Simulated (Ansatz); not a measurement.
**B2H4SSi: one molecule under many settings**

Aim: run B2H4SSi under a spread of inputs, and see what each costs and gives.

Computed with Ansatz 0.2.0, Gaussian basis. Level: the settings change from run to run.

### Step 1. The geometry

The geometry comes from an earlier relaxation with PBE0-D4 in a triple-zeta def2 set; it is a stationary point, not always the lowest conformer.

SMILES `B1[SiH2]BS1`, 8 atoms, charge 0, spin multiplicity 1.

Atoms are counted from 1 here; the program's logs count them from 0.

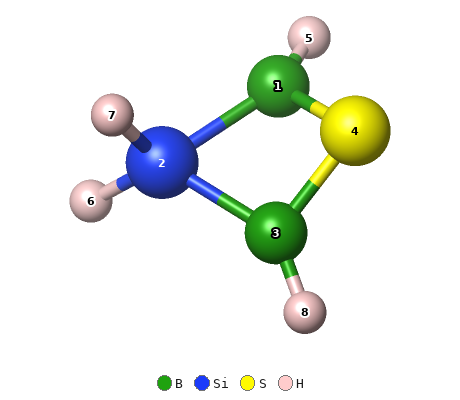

The geometry (boron green, silicon blue, sulfur yellow, hydrogen pink); atoms are numbered from 1 in the order of the file.

### Step 2. wB97/def2-SVP

in.yaml reads:

```yaml
crystal:
  periodic: [false, false, false]
  atoms:
    - {symbol: B, position_ang: [-0.855585, 0.488680, -0.859461]}
    - {symbol: Si, position_ang: [0.695553, 0.667740, 0.388158]}
    - {symbol: B, position_ang: [0.080281, -1.232494, 0.460171]}
    - {symbol: S, position_ang: [-0.690576, -1.285875, -1.176891]}
    - {symbol: H, position_ang: [-1.806432, 1.097880, -1.239794]}
    - {symbol: H, position_ang: [0.771831, 1.597856, 1.547200]}
    - {symbol: H, position_ang: [1.949107, 0.737922, -0.409316]}
    - {symbol: H, position_ang: [-0.051979, -2.128808, 1.234132]}
basis:
  gaussian: {orbitals: def2-SVP}
hamiltonian: {xc: {name: wB97}}
```

Command:

```
$ ansatz run in.yaml --threads 2 --pin off --events-out ev --progress --plain --max-ram 4352MiB
```

The log of the run:

```text
Functional definition: wB97
  name "wB97"
  cite "Chai & Head-Gordon, J. Chem. Phys. 128, 084106 (2008) doi:10.1063/1.2834918"
  cite "Becke, J. Chem. Phys. 107, 8554 (1997) doi:10.1063/1.475007"
  parameter omega = 0.4/bohr
  parameter cx1 = 1.13116
  parameter cx2 = -2.74915
  parameter cx3 = 12.0900
  parameter cx4 = -5.71642
  parameter css1 = -2.55352
  parameter css2 = 11.8926
  parameter css3 = -26.9452
  parameter css4 = 17.0927
  parameter cos1 = 3.99051
  parameter cos2 = -17.0066
  parameter cos3 = 1.07292
  parameter cos4 = 8.88211
  # The coefficients of nought are those of the uniform gas.
  exchange = spin_sum(e_x_unif_sr(omega)*poly(b97_u_x, 1, cx1, cx2, cx3, cx4)) + exact_x_lr(omega)
  correlation = spin_sum(e_c_pw_same_spin*poly(b97_u_same, 1, css1, css2, css3, css4))
      + integral(e_c_pw_opposite_spin*poly(b97_u_opposite, 1, cos1, cos2, cos3, cos4))
941 factors; their error is unknown
333 factors; integrals over basis functions are off by at most 2.0e-5 eV
mean field evaluation 1: about -20122.2745 eV, gradient 1.1e1 eV
mean field evaluation 2: about -20122.8450 eV, gradient 2.9e0 eV
mean field evaluation 4: about -20122.8989 eV, gradient 2.3e-1 eV
mean field evaluation 8: about -20122.8374 eV, gradient 3.6e-2 eV
mean field evaluation 16: about -20122.8374 eV, gradient 3.2e-5 eV
mean field -20122.83742792 eV, -739.5006357270 hartree, gradient 3.2e-5 eV, S^2 0.000000; 0 other end points of the search recorded, 0 dependent functions left out
reference -20122.83741877 eV, -739.5006353906 hartree; 22, 22 occupied and 62, 62 virtual orbitals, 941 factors
Total energy: -20122.83741877 eV, -739.5006353906 hartree
```

Wall time 3.5 s (2 threads of Arm Neoverse V1, shared host).

### Step 3. B97/6-31G

This run has charge +1, multiplicity 2.

Changes to in.yaml since step 2:

```diff
@@ -12,3 +12,6 @@
 basis:
-  gaussian: {orbitals: def2-SVP}
-hamiltonian: {xc: {name: wB97}}
+  gaussian: {orbitals: 6-31G}
+total_charge: 1
+magnetization: {spin_polarized: true, initial_magnetization: 1}
+hamiltonian: {xc: {name: B97}}
+output: {forces: true}
```

Same command.

The log of the run, shortened:

```text
Functional definition: B97
  name "B97"
  cite "Becke, J. Chem. Phys. 107, 8554 (1997) doi:10.1063/1.475007"
[...]
      + integral(e_c_pw_opposite_spin*poly(b97_u_opposite, cos0, cos1, cos2))
660 factors; integrals over basis functions are off by at most 2.3e-4 eV
[...]
mean field -20114.82502707 eV, -739.2061854267 hartree, gradient 7.4e-6 eV, S^2 0.753034; 5 other end points of the search recorded, 0 dependent functions left out
[...]
reference -20114.82504811 eV, -739.2061862000 hartree; 22, 21 occupied and 30, 31 virtual orbitals, 660 factors
Total energy: -20114.82504811 eV, -739.2061862000 hartree
Atom 0 at    -0.855585     0.488680    -0.859461 Å, force    -1.959954    -1.515371    -1.660260 eV/Å
Atom 1 at     0.695553     0.667740     0.388158 Å, force     2.866239     1.467359     2.523402 eV/Å
Atom 2 at     0.080281    -1.232494     0.460171 Å, force    -0.377051    -0.510404     0.927796 eV/Å
Atom 3 at    -0.690576    -1.285875    -1.176891 Å, force    -1.053399    -0.796757    -2.123615 eV/Å
Atom 4 at    -1.806432     1.097880    -1.239794 Å, force     0.303296     0.779994     0.483145 eV/Å
Atom 5 at     0.771831     1.597856     1.547200 Å, force    -0.352469     0.350516    -0.120078 eV/Å
Atom 6 at     1.949107     0.737922    -0.409316 Å, force     0.102776    -0.028482    -0.136026 eV/Å
Atom 7 at    -0.051979    -2.128808     1.234132 Å, force     0.470561     0.253144     0.105638 eV/Å
Dipole moment:     0.077587     0.347560     0.262194 e Å
```

Wall time 16 s (2 threads of Arm Neoverse V1, shared host).

Largest force 4.091 eV/Å, ⟨S²⟩ 0.753.

### Step 4. revPBE0/aug-pcseg-2

Set apart from the defaults: atoms shaken by 0.08 Å, D3(BJ) with three-body dispersion, high accuracy.

in.yaml reads:

```yaml
crystal:
  periodic: [false, false, false]
  atoms:
    - {symbol: B, position_ang: [-0.841065, 0.524721, -0.894766]}
    - {symbol: Si, position_ang: [0.788965, 0.717200, 0.244321]}
    - {symbol: B, position_ang: [0.175478, -1.125199, 0.467305]}
    - {symbol: S, position_ang: [-0.698702, -1.276387, -1.156043]}
    - {symbol: H, position_ang: [-1.701163, 1.078325, -1.317644]}
    - {symbol: H, position_ang: [0.685380, 1.561610, 1.582532]}
    - {symbol: H, position_ang: [1.987578, 0.751744, -0.529266]}
    - {symbol: H, position_ang: [-0.009998, -2.222806, 1.187205]}
basis:
  gaussian: {orbitals: aug-pcseg-2}
hamiltonian: {xc: {name: revPBE0}, dispersion: d3bjatm}
accuracy: high
```

The command is unchanged.

The log of the run, shortened:

```text
Functional definition: revPBE0
  name "revPBE0"
  cite "Zhang & Yang, Phys. Rev. Lett. 80, 890 (1998) doi:10.1103/PhysRevLett.80.890"
  cite "Adamo & Barone, J. Chem. Phys. 110, 6158 (1999) doi:10.1063/1.478522"
  cite "Perdew, Burke & Ernzerhof, Phys. Rev. Lett. 77, 3865 (1996) doi:10.1103/PhysRevLett.77.3865"
[...]
4303 factors; integrals over basis functions are off by at most 3.4e-9 eV
[...]
mean field -20127.52272777 eV, -739.6728173206 hartree, gradient 6.3e-8 eV, S^2 0.000000; 0 other end points of the search recorded, 0 dependent functions left out
reference -20127.52273440 eV, -739.6728175641 hartree; 22, 22 occupied and 262, 262 virtual orbitals, 4303 factors
Total energy: -20127.96221786 eV, -739.6889682835 hartree
```

Run time: 41 s. Hardware: 2 threads of Arm Neoverse V1, shared host; peak memory 2.4 GiB.

### Step 5. CCSD(T)/6-31G*

Set apart from the defaults: correlated electrons set to outside_noble_gas.

in.yaml reads:

```yaml
crystal:
  periodic: [false, false, false]
  atoms:
    - {symbol: B, position_ang: [-0.855585, 0.488680, -0.859461]}
    - {symbol: Si, position_ang: [0.695553, 0.667740, 0.388158]}
    - {symbol: B, position_ang: [0.080281, -1.232494, 0.460171]}
    - {symbol: S, position_ang: [-0.690576, -1.285875, -1.176891]}
    - {symbol: H, position_ang: [-1.806432, 1.097880, -1.239794]}
    - {symbol: H, position_ang: [0.771831, 1.597856, 1.547200]}
    - {symbol: H, position_ang: [1.949107, 0.737922, -0.409316]}
    - {symbol: H, position_ang: [-0.051979, -2.128808, 1.234132]}
basis:
  gaussian: {orbitals: "6-31G*"}
hamiltonian: {xc: {name: HF}}
correlation: {method: ccsd_t, electrons: outside_noble_gas}
```

The command is unchanged.

The log of the run, shortened:

```text
Functional definition: HF
  name "HF"
  cite "Fock, Z. Phys. 61, 126 (1930) doi:10.1007/BF01340294"
  parent pbe
[...]
743 factors; integrals over basis functions are off by at most 7.2e-4 eV
[...]
mean field -20085.11688044 eV, -738.1144311751 hartree, gradient 3.9e-6 eV, S^2 0.000000; 0 other end points of the search recorded, 0 dependent functions left out
12 core orbitals not correlated: weight in the atoms' cores, before any rotation towards them, 1.000 or more for the frozen orbitals, at most 0.000 for the correlated occupied ones
reference -20085.11688044 eV, -738.1144311751 hartree; 10, 10 occupied and 54, 54 virtual orbitals, 743 factors
second order -9.67172003 eV of doubles, -0.00000000 eV of singles
cycle   1  -10.46424052 eV  change   -7.9e-1 eV  update   1.0e-1
[...]
cycle  10  -10.94660858 eV  change    1.4e-5 eV  update   1.9e-5
perturbative correction -0.46901646 eV, -0.0172360369 hartree
Total energy: -20096.53250549 eV, -738.5339476576 hartree
```

It took 1.6 s on 2 threads of Arm Neoverse V1, shared host.

T1 0.021.

### Step 6. SVWN5/6-31++G**

This run has atoms shaken by 0.15 Å, density fitting with cc-pVTZ-jkfit, a point charge of -1.00 e beside it.

in.yaml reads:

```yaml
crystal:
  periodic: [false, false, false]
  atoms:
    - {symbol: B, position_ang: [-0.800143, 0.623423, -0.795824]}
    - {symbol: Si, position_ang: [0.591674, 0.433612, 0.082900]}
    - {symbol: B, position_ang: [-0.097741, -1.225147, 0.618561]}
    - {symbol: S, position_ang: [-0.798127, -1.555247, -1.067830]}
    - {symbol: H, position_ang: [-1.702919, 0.954674, -1.063517]}
    - {symbol: H, position_ang: [0.374353, 1.510766, 1.602854]}
    - {symbol: H, position_ang: [1.861750, 0.576419, -0.382125]}
    - {symbol: H, position_ang: [-0.087620, -2.272440, 0.965716]}
basis:
  gaussian: {orbitals: "6-31++G**", fitting: {mean_field: cc-pVTZ-jkfit}, point_charges: [{charge: -1.00, position_ang: [6.760, 0.147, -0.471]}]}
hamiltonian: {xc: {name: SVWN5}}
```

The command is unchanged.

The log of the run:

```text
Functional definition: SVWN5
  name "SVWN5"
  cite "Dirac, Proc. Camb. Phil. Soc. 26, 376 (1930) doi:10.1017/S0305004100016108"
  cite "Slater, Phys. Rev. 81, 385 (1951) doi:10.1103/PhysRev.81.385"
  cite "Vosko, Wilk & Nusair, Can. J. Phys. 58, 1200 (1980) doi:10.1139/p80-159"
  exchange = slater_x
  correlation = vwn5_c
520 factors; integrals over basis functions are off by at most 2.0e-1 eV
mean field evaluation 1: about -20027.9328 eV, gradient 6.1e1 eV
mean field evaluation 2: about -19998.8785 eV, gradient 1.1e2 eV
mean field evaluation 4: about -20039.8982 eV, gradient 1.3e1 eV
mean field evaluation 8: about -20040.5502 eV, gradient 1.5e-1 eV
mean field evaluation 16: about -20040.5501 eV, gradient 8.0e-5 eV
mean field -20040.55011371 eV, -736.4766327061 hartree, gradient 8.0e-5 eV, S^2 0.000000; 0 other end points of the search recorded, 0 dependent functions left out
reference -20040.55018974 eV, -736.4766355002 hartree; 22, 22 occupied and 86, 86 virtual orbitals, 520 factors
Total energy: -20040.55018974 eV, -736.4766355002 hartree
```

It took 0.85 s on 2 threads of Arm Neoverse V1, shared host.

### Step 7. BLYP/6-31G

Set apart from the defaults: charge +1, multiplicity 2, restricted open-shell orbitals, D4 dispersion, relativity set to scalar, the search for lower states set to light.

in.yaml reads:

```yaml
crystal:
  periodic: [false, false, false]
  atoms:
    - {symbol: B, position_ang: [-0.855585, 0.488680, -0.859461]}
    - {symbol: Si, position_ang: [0.695553, 0.667740, 0.388158]}
    - {symbol: B, position_ang: [0.080281, -1.232494, 0.460171]}
    - {symbol: S, position_ang: [-0.690576, -1.285875, -1.176891]}
    - {symbol: H, position_ang: [-1.806432, 1.097880, -1.239794]}
    - {symbol: H, position_ang: [0.771831, 1.597856, 1.547200]}
    - {symbol: H, position_ang: [1.949107, 0.737922, -0.409316]}
    - {symbol: H, position_ang: [-0.051979, -2.128808, 1.234132]}
basis:
  gaussian: {orbitals: 6-31G}
total_charge: 1
magnetization: {spin_polarized: false, initial_magnetization: 1}
hamiltonian: {xc: {name: BLYP}, dispersion: d4, pseudopotentials: {relativity: scalar}}
scf: {lower_state_search: light}
```

Same command.

The log of the run, shortened:

```text
Functional definition: BLYP
  name "BLYP"
  cite "Becke, Phys. Rev. A 38, 3098 (1988) doi:10.1103/PhysRevA.38.3098"
  cite "Lee, Yang & Parr, Phys. Rev. B 37, 785 (1988) doi:10.1103/PhysRevB.37.785"
[...]
663 factors; integrals over basis functions are off by at most 2.3e-4 eV
[...]
mean field -20158.12470026 eV, -740.7974190668 hartree, gradient 9.4e-6 eV, S^2 0.750000; 9 other end points of the search recorded, 0 dependent functions left out
reference -20158.12501349 eV, -740.7974305780 hartree; 22, 21 occupied and 30, 31 virtual orbitals, 663 factors
Total energy: -20158.51532108 eV, -740.8117741171 hartree
Relativity: scalar
```

Run time: 6.5 s. Hardware: 2 threads of Arm Neoverse V1, shared host.

### Step 8. r2SCAN/cc-pVDZ

Set apart from the defaults: unrestricted orbitals, D3(BJ) with three-body dispersion, the search for lower states set to light.

Changes to in.yaml since step 7:

```diff
@@ -12,6 +12,5 @@
 basis:
-  gaussian: {orbitals: 6-31G}
-total_charge: 1
-magnetization: {spin_polarized: false, initial_magnetization: 1}
-hamiltonian: {xc: {name: BLYP}, dispersion: d4, pseudopotentials: {relativity: scalar}}
+  gaussian: {orbitals: cc-pVDZ}
+magnetization: {spin_polarized: true, initial_magnetization: 0}
+hamiltonian: {xc: {name: r2SCAN}, dispersion: d3bjatm}
 scf: {lower_state_search: light}
```

The command is unchanged.

The log of the run:

```text
Functional definition: r2SCAN
  name "r2SCAN"
  cite "Furness, Kaplan, Ning, Perdew & Sun, J. Phys. Chem. Lett. 11, 8208 (2020) doi:10.1021/acs.jpclett.0c02405"
  cite "Furness, Kaplan, Ning, Perdew & Sun, J. Phys. Chem. Lett. 11, 9248 (2020) doi:10.1021/acs.jpclett.0c03077"
  parent r2scan
  parameter k0 = 0.174
  parameter k1 = 0.065
  parameter a1 = 4.9479
  exchange = r2scan_x(k0 = k0, k1 = k1, a1 = a1)
  correlation = r2scan_c
1029 factors; their error is unknown
mean field evaluation 1: about -20125.3456 eV, gradient 1.9e1 eV
mean field evaluation 2: about -20121.8028 eV, gradient 3.0e1 eV
mean field evaluation 4: about -20128.0937 eV, gradient 1.4e0 eV
mean field evaluation 8: about -20128.0638 eV, gradient 1.3e-2 eV
mean field -20128.06381503 eV, -739.6927019107 hartree, gradient 7.0e-5 eV, S^2 0.000000; 0 other end points of the search recorded, 0 dependent functions left out
reference -20128.06382653 eV, -739.6927023333 hartree; 22, 22 occupied and 62, 62 virtual orbitals, 1029 factors
Total energy: -20128.11772499 eV, -739.6946830653 hartree
```

Wall time 4.3 s (2 threads of Arm Neoverse V1, shared host).

⟨S²⟩ 0.000.

### Step 9. CAM-B3LYP/cc-pVDZ

Options: a grid of angular degree 47, D3(BJ) with three-body dispersion, high accuracy.

Changes to in.yaml since step 8:

```diff
@@ -12,5 +12,5 @@
 basis:
-  gaussian: {orbitals: cc-pVDZ}
-magnetization: {spin_polarized: true, initial_magnetization: 0}
-hamiltonian: {xc: {name: r2SCAN}, dispersion: d3bjatm}
-scf: {lower_state_search: light}
+  gaussian: {orbitals: cc-pVDZ, final_grid: {core_spheres: 20, valence_spheres: 16, degree: 47}}
+hamiltonian: {xc: {name: CAM-B3LYP}, dispersion: d3bjatm}
+accuracy: high
+output: {forces: true}
```

Same command.

The log of the run, shortened:

```text
Functional definition: CAM-B3LYP
  name "CAM-B3LYP"
  cite "Yanai, Tew & Handy, Chem. Phys. Lett. 393, 51 (2004) doi:10.1016/j.cplett.2004.06.011"
  cite "Iikura, Tsuneda, Yanai & Hirao, J. Chem. Phys. 115, 3540 (2001) doi:10.1063/1.1383587"
  cite "Becke, Phys. Rev. A 38, 3098 (1988) doi:10.1103/PhysRevA.38.3098"
  cite "Lee, Yang & Parr, Phys. Rev. B 37, 785 (1988) doi:10.1103/PhysRevB.37.785"
  cite "Vosko, Wilk & Nusair, Can. J. Phys. 58, 1200 (1980) doi:10.1139/p80-159"
[...]
  # Exact exchange under (alpha + beta erf(omega r))/r, Becke's under what is left of 1/r.
[...]
1961 factors; integrals over basis functions are off by at most 3.8e-9 eV
457 factors; integrals over basis functions are off by at most 1.7e-9 eV
[...]
mean field -20129.52203204 eV, -739.7462903974 hartree, gradient 5.4e-8 eV, S^2 0.000000; 0 other end points of the search recorded, 0 dependent functions left out
[...]
reference -20129.52205261 eV, -739.7462911534 hartree; 22, 22 occupied and 62, 62 virtual orbitals, 1961 factors
Total energy: -20129.69944970 eV, -739.7528103760 hartree
Atom 0 at    -0.855585     0.488680    -0.859461 Å, force     0.049160     0.167884    -0.029855 eV/Å
Atom 1 at     0.695553     0.667740     0.388158 Å, force     0.032388     0.071316     0.070026 eV/Å
Atom 2 at     0.080281    -1.232494     0.460171 Å, force     0.143822    -0.006313     0.103704 eV/Å
Atom 3 at    -0.690576    -1.285875    -1.176891 Å, force    -0.169304    -0.273675    -0.236873 eV/Å
Atom 4 at    -1.806432     1.097880    -1.239794 Å, force    -0.142353     0.106818    -0.073948 eV/Å
Atom 5 at     0.771831     1.597856     1.547200 Å, force    -0.006951     0.063041     0.087155 eV/Å
Atom 6 at     1.949107     0.737922    -0.409316 Å, force     0.096472     0.019946    -0.042401 eV/Å
Atom 7 at    -0.051979    -2.128808     1.234132 Å, force    -0.003233    -0.149018     0.122192 eV/Å
Dipole moment:     0.007758     0.025581     0.027866 e Å
```

It took 6 s on 2 threads of Arm Neoverse V1, shared host; peak memory 0.31 GiB.

Largest force 0.400 eV/Å, dipole 0.19 D.

### Step 10. r2SCAN/6-31++G**

Options: D4 dispersion, the search for lower states set to full.

Changes to in.yaml since step 9:

```diff
@@ -12,5 +12,5 @@
 basis:
-  gaussian: {orbitals: cc-pVDZ, final_grid: {core_spheres: 20, valence_spheres: 16, degree: 47}}
-hamiltonian: {xc: {name: CAM-B3LYP}, dispersion: d3bjatm}
-accuracy: high
+  gaussian: {orbitals: "6-31++G**"}
+hamiltonian: {xc: {name: r2SCAN}, dispersion: d4}
+scf: {lower_state_search: full}
 output: {forces: true}
```

The command is unchanged.

The log of the run, shortened:

```text
Functional definition: r2SCAN
  name "r2SCAN"
  cite "Furness, Kaplan, Ning, Perdew & Sun, J. Phys. Chem. Lett. 11, 8208 (2020) doi:10.1021/acs.jpclett.0c02405"
  cite "Furness, Kaplan, Ning, Perdew & Sun, J. Phys. Chem. Lett. 11, 9248 (2020) doi:10.1021/acs.jpclett.0c03077"
  parent r2scan
[...]
1070 factors; their error is unknown
[...]
mean field -20127.22388964 eV, -739.6618352217 hartree, gradient 1.1e-5 eV, S^2 0.000000; 0 other end points of the search recorded, 0 dependent functions left out
[...]
reference -20127.22392549 eV, -739.6618365394 hartree; 22, 22 occupied and 86, 86 virtual orbitals, 1070 factors
Total energy: -20127.26882255 eV, -739.6634864761 hartree
Atom 0 at    -0.855585     0.488680    -0.859461 Å, force     0.005815     0.197000     0.010627 eV/Å
Atom 1 at     0.695553     0.667740     0.388158 Å, force     0.062756     0.143937     0.143213 eV/Å
Atom 2 at     0.080281    -1.232494     0.460171 Å, force     0.112976    -0.000180     0.161811 eV/Å
Atom 3 at    -0.690576    -1.285875    -1.176891 Å, force    -0.158349    -0.366894    -0.366227 eV/Å
Atom 4 at    -1.806432     1.097880    -1.239794 Å, force    -0.043049     0.011167     0.013329 eV/Å
Atom 5 at     0.771831     1.597856     1.547200 Å, force     0.026014     0.035203     0.027467 eV/Å
Atom 6 at     1.949107     0.737922    -0.409316 Å, force     0.022803    -0.005524    -0.023378 eV/Å
Atom 7 at    -0.051979    -2.128808     1.234132 Å, force    -0.028965    -0.014709     0.033158 eV/Å
Dipole moment:     0.013822     0.032359     0.032404 e Å
```

Wall time 4.4 s (2 threads of Arm Neoverse V1, shared host).

Largest force 0.542 eV/Å, dipole 0.23 D.

### Step 11. All runs side by side

| level | charge | multiplicity | geometry | functions | energy (eV) | time |
| --- | --- | --- | --- | --- | --- | --- |
| wB97/def2-SVP | 0 | 1 | relaxed | 84 | -20122.837 | 3.5 s |
| B97/6-31G | 1 | 2 | relaxed | 52 | -20114.825 | 16 s |
| revPBE0/aug-pcseg-2 | 0 | 1 | shaken | 284 | -20127.962 | 41 s |
| CCSD(T)/6-31G* | 0 | 1 | relaxed | 76 | -20096.533 | 1.6 s |
| SVWN5/6-31++G** | 0 | 1 | shaken, point charge | 108 | -20040.550 | 0.85 s |
| BLYP/6-31G | 1 | 2 | relaxed | 52 | -20158.515 | 6.5 s |
| r2SCAN/cc-pVDZ | 0 | 1 | relaxed | 84 | -20128.118 | 4.3 s |
| CAM-B3LYP/cc-pVDZ | 0 | 1 | relaxed | 84 | -20129.699 | 6 s |
| r2SCAN/6-31++G** | 0 | 1 | relaxed | 108 | -20127.269 | 4.4 s |

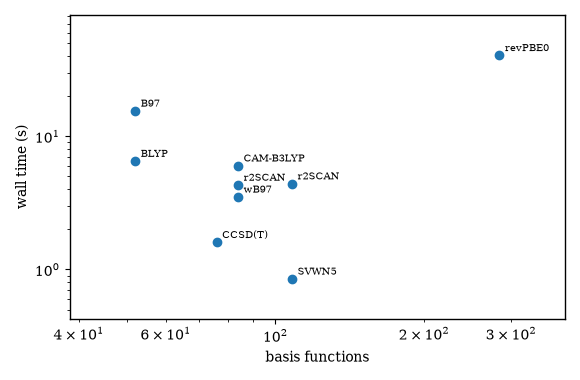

Wall time against the number of basis functions (shared host).

### Step 12. What came out

```
                                         quantity                      value
                                             runs                          9
                                         quickest    SVWN5/6-31++G**, 0.85 s
                                          slowest  revPBE0/aug-pcseg-2, 41 s
spread of total energies, same state and geometry                    33.2 eV
                  dipole, same state and geometry             0.19 to 0.23 D
```

In words: revPBE0/aug-pcseg-2 took 48 times as long as SVWN5/6-31++G**. The jobs differ in tasks and options as well as level. Total energies at one charge and spin differ by 33 eV between levels, so only differences within one level mean anything. At the PBE0-D4/def2-TZVP geometry and in the same state, runs without warnings or point charges leave forces up to 0.54 eV/Å (r2SCAN/6-31++G**).
